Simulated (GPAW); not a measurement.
**AlF$_{3}$: property calculation**

AlF$_{3}$, SMILES [F][Al]([F])[F], computed with PBE/real-space grid, scalar-relativistic datasets (GPAW 26.7.0).

The geometry comes from this level: GFN2-xTB.

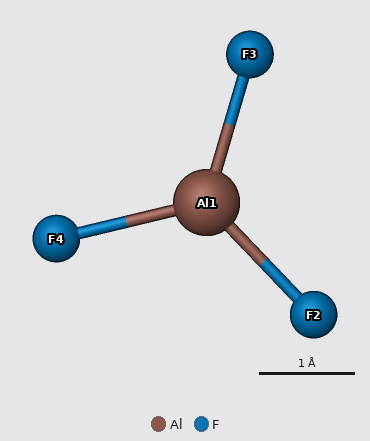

**Figure 1.** The input geometry (ball-and-stick view, seen on its broad side; atoms are numbered from 1 in the order of the input). Sticks mark near contacts. Bond lengths as drawn: Al–F 1.63 Å.

### Input file (run.py)
```python
import numpy as np
from ase import Atoms
from ase.units import Bohr, Debye
from gpaw import GPAW

positions_bohr = np.array(
              [[ -0.000378,  -0.000548,  -0.002381],
               [  3.081841,  -0.051193,   0.025492],
               [ -1.495794,   2.694731,  -0.031445],
               [ -1.585669,  -2.642990,   0.008315]])
mol = Atoms(["Al", "F", "F", "F"], positions=positions_bohr * Bohr)
mol.center(vacuum=4.5)

gpaw_calc = GPAW(mode="fd", h=0.18, xc="PBE", maxiter=150, txt="-")
mol.calc = gpaw_calc

energy = mol.get_potential_energy()
print(f"Energy                  {energy:.5f} eV")
forces = mol.get_forces()
print("Forces (eV/Ang)")
for symbol, f in zip(mol.symbols, forces):
    print(f'{symbol:2} {f[0]:9.4f} {f[1]:9.4f} {f[2]:9.4f}')
dipole = mol.get_dipole_moment() / Debye
print(f"Dipole = {np.linalg.norm(dipole):.3f} D")
homo, lumo = gpaw_calc.get_homo_lumo()
print(f"HOMO = {homo:.3f} eV")
print(f"LUMO = {lumo:.3f} eV")
print(f"Gap = {lumo - homo:.3f} eV")
```

Hardware: 1 thread of Arm Neoverse V2, 24 GiB of memory available, shared host.

Launch command:
```bash
python run.py
```

### Output
```
__  _  _
 | _ |_)|_||  |
 |__||  | ||/\| - 26.7.0

units:  Angstrom and eV
cores:  1
OpenMP: False

Versions:
  Python: 3.12.14
  ASE:    3.29.0
  Numpy:  2.5.5
  Scipy:  1.18.1
  Libxc:  7.0.0

        _gpaw.cpython-312-aarch64-linux-gnu.so

Input parameters:
  mode=FD(),
  h=0.18,
  maxiter=150,
  xc=XC(name='PBE')

Diagonalizing LCAO Hamiltonian
Converting LCAO to fd mode
        .---------------------------.
       /|                           |
      / |                           |
     /  |                           |
    /   |                           |
   /    |                           |
  /     |                           |
 *      |                           |
 |      |       F                   |
 |      |         Al F              |
 |      |      F                    |
 |      .---------------------------.
 |     /                           /
 |    /                           /
 |   /                           /
 |  /                           /
 | /                           /
 |/                           /
 *---------------------------*

Atoms  # Å, Bohr magnetons
|   | symbol |        x |        y |        z |    initial magnetic moments |
|---|--------|----------|----------|----------|-----------------------------|
| 0 |     Al | 5.338900 | 5.898320 | 4.515380 | ( 0.0000,  0.0000,  0.0000) |
| 1 |      F | 6.969940 | 5.871520 | 4.530130 | ( 0.0000,  0.0000,  0.0000) |
| 2 |      F | 4.547560 | 7.324600 | 4.500000 | ( 0.0000,  0.0000,  0.0000) |
| 3 |      F | 4.500000 | 4.500000 | 4.521040 | ( 0.0000,  0.0000,  0.0000) |

Unit cell  # Å
| periodic |         x |         y |        z |   lengths |    angles |
|----------|-----------|-----------|----------|-----------|-----------|
|       no | 11.469940 |  0.000000 | 0.000000 | 11.469940 | 90.000000 |
|       no |  0.000000 | 11.824600 | 0.000000 | 11.824600 | 90.000000 |
|       no |  0.000000 |  0.000000 | 9.030130 |  9.030130 | 90.000000 |

Number of symmetries: 1
Symmetry operations  # r_c * U_cc + t_c -> r_c
|   | kind |            matrix            |
|---|------|------------------------------|
| 0 |  E   |  1, 0, 0,  0, 1, 0,  0, 0, 1 |

BZ-sampling:
  Number of BZ points: 1
  Number of IBZ points: 1

  Monkhorst-Pack size: [1, 1, 1]
  Monkhorst-Pack shift: [0, 0, 0]

K-points  # in reciprocal-cell coordinates
|   |                                coordinates |     weight |
|---|--------------------------------------------|------------|
| 0 | (  0.00000000,   0.00000000,   0.00000000) | 1.00000000 |

Uniform wave function grid shape: (np.int64(63), np.int64(63), np.int64(51))
Spin-components: 1 (collinear spins)
Bands:           16
Projectors:      20
Spin-degeneracy: 2
Datatype:        float64

  Storage: CPU
  Wave functions: 25_909_632 bytes (25_909_632 per core)

Parallelization:
  kpt:    1
  domain: 1
  band:   1

Density:
  Valence electrons: 24.0
  Components: 1
  Grid points: [64 64 52]
  Charge: 0.0  # |e|

Potential:
  Grid points: [64 64 52]

species:
  Al:
    name:    Aluminium
    Z:       13.0
    valence: 3
    core:    10
    charge:  0.0  # [|e|]
    file:    Al.PBE.gz
    compensation charges:
      type: gauss
      rc: 0.34  # [Å]
      lmax: 2
    cutoffs:
      filter: 1.91  # [Å]
      core: 2.36  # [Å]
    projectors
    | kind |    occ | energy [eV] | rcut [Å] |
    |------|--------|-------------|----------|
    |   3s |  2.000 |      -7.753 |    1.085 |
    |   3p |  1.000 |      -2.712 |    1.085 |
    |    s |        |      19.459 |    1.085 |
    |    p |        |      24.499 |    1.085 |
    |    d |        |       0.000 |    1.085 |

    Using partial waves for Al as LCAO basis

  F:
    name:    Fluorine
    Z:       9.0
    valence: 7
    core:    2
    charge:  0.0  # [|e|]
    file:    F.PBE.gz
    compensation charges:
      type: gauss
      rc: 0.20  # [Å]
      lmax: 2
    cutoffs:
      filter: 1.14  # [Å]
      core: 0.74  # [Å]
    projectors
    | kind |    occ | energy [eV] | rcut [Å] |
    |------|--------|-------------|----------|
    |   2s |  2.000 |     -29.898 |    0.635 |
    |   2p |  5.000 |     -11.110 |    0.635 |
    |    s |        |      -2.687 |    0.635 |
    |    p |        |      16.102 |    0.635 |
    |    d |        |       0.000 |    0.635 |

    Using partial waves for F as LCAO basis

Reference energy: -14745.665621  # eV

eigensolver:
  PPCG
  Converge bands: occupied
  niter=2

density mixing:
  MSR1-Mixer
  Pratt-step length: 0.05
  Maximum mixing coefficient: 0.75
  Old densities: 10
  SVD Regularization: 0.005
  Good broyden scale: 1.0
  Trust region scale: 1.0
  Backstep threshold: 4.0
  History deletion threshold: 6.0
  Fourier metric: weight=20.0, sigma=0.015

occupation numbers:
  # Zero width

FastPoissonSolver using
    Stencil: 6*3+1=19 point O(h^6) finite-difference Laplacian
    FFT axes: []
    FST axes: [np.int64(2), np.int64(0), np.int64(1)]

xc functional:
  name: PBE with 2 nearest neighbor stencil
interpolation: tri-quintic # 5. degree polynomial

Initialization done in: 1.397 s

convergence criteria:
- Maximum [total energy] change in last 3 cyles: 0.0005 eV / valence electron
- Maximum integral of absolute [dens]ity change: 0.0001 electrons / valence electron
- Maximum integral of absolute [eigenst]ate change: 4e-08 eV^2 / valence electron
maximum number of iterations: 150

SCF iterations
|iter     |     time |      energy | eigst |  dens |
|---------|----------|-------------|-------|-------|
|iter:   1| 00:00:02 |  -23.765113 | +0.82 |       |
|iter:   2| 00:00:03 |  -23.120545 | -0.32 | -0.85 |
|iter:   3| 00:00:04 |  -21.154602 | +0.36 | -0.91 |
|iter:   4| 00:00:05 |  -21.162970 | -0.96 | -1.37 |
|iter:   5| 00:00:06 |  -21.173636 | -1.55 | -1.67 |
|iter:   6| 00:00:07 |  -21.174078c| -2.56 | -2.53 |
|iter:   7| 00:00:08 |  -21.174186c| -3.51 | -3.01 |
|iter:   8| 00:00:10 |  -21.174193c| -4.28 | -3.60 |
|iter:   9| 00:00:11 |  -21.174194c| -5.08 | -3.97 |
|iter:  10| 00:00:12 |  -21.174194c| -5.81 | -4.63c|
|iter:  11| 00:00:13 |  -21.174194c| -6.62 | -5.05c|
|iter:  12| 00:00:14 |  -21.174194c| -7.29 | -5.38c|
|iter:  13| 00:00:15 |  -21.174194c| -7.84c| -5.92c|

Converged in 13 steps
SCF loop duration: 13.709 s (1.055 s/step)
Energy contributions relative to reference atoms: (reference = -14745.665621)

Energy contributions:
  Kinetic:          29.970092
  Coulomb:         -29.515066
  Zero:              0.647296
  External:          0.000000
  Xc:              -22.276516
  Entropy:           0.000000
  Spinorbit:         0.000000
  ----------------------------
  Free energy:     -21.174194
  Extrapolated:    -21.174194

dipole moment: (-0.000336, -0.000746, -0.002581)  # |e|*Ang

Fermi level: -6.059
Eigenvalues  # (at kpt = [0.000, 0.000, 0.000])
| band index |      eig [eV] | occ [0-2] |
|------------|---------------|-----------|
|          0 |       -29.486 |     2.000 |
|        ... |               |           |
|          4 |       -11.210 |     2.000 |
|          5 |       -11.206 |     2.000 |
|          6 |       -10.669 |     2.000 |
|          7 |       -10.335 |     2.000 |
|          8 |       -10.332 |     2.000 |
|          9 |       -10.164 |     2.000 |
|         10 |       -10.160 |     2.000 |
|         11 |        -9.663 |     2.000 |
|         12 |        -2.454 |     0.000 |
|         13 |        -0.837 |     0.000 |
|         14 |         0.653 |     0.000 |
|         15 |         0.678 |     0.000 |

Gap: 7.209 eV
Transition (v -> c):
  (s=0, k=0, n=11, [0.00, 0.00, 0.00]) -> (s=0, k=0, n=12, [0.00, 0.00, 0.00])
No difference between direct/indirect transitions
vacuum-level: 0.000  # V
Energy                  -21.17419 eV

Forces  # eV/Ang
|        x |        y |        z |
|----------|----------|----------|
|  0.01745 |  0.01516 |  0.00635 |  # Al   0
|  0.75761 | -0.14593 | -0.02397 |  # F    1
| -0.32521 |  0.58504 |  0.01495 |  # F    2
| -0.30067 | -0.54605 |  0.00956 |  # F    3

Force computation time: 0.058  # s
Forces (eV/Ang)
Al    0.0174    0.0152    0.0063
F     0.7576   -0.1459   -0.0240
F    -0.3252    0.5850    0.0149
F    -0.3007   -0.5460    0.0096
Dipole = 0.013 D
HOMO = -9.663 eV
LUMO = -2.454 eV
Gap = 7.209 eV
```

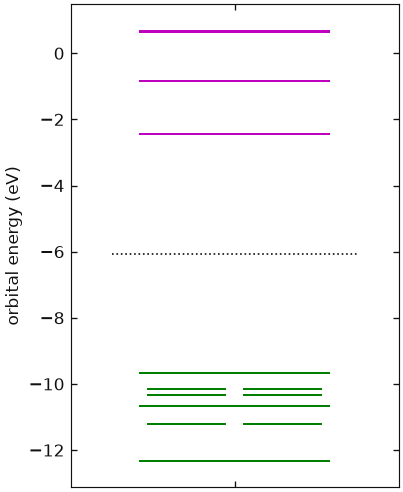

**Figure 2.** Orbital energies near the frontier; the dotted line parts filled from empty levels, and levels within 0.02 eV of each other stand side by side. Highest filled −9.66 eV, lowest empty −2.45 eV, 7.21 eV apart.

### Results in brief

| quantity | value |
| --- | --- |
| outcome | converged |
| energy relative to the program's reference atoms | −21.1742 eV |
| largest force | 0.772 eV/Å |
| HOMO | −9.66 eV |
| LUMO | −2.45 eV |
| dipole moment | 0.01 D |
| wall time | 16 s |
| peak memory | 0.57 GiB |
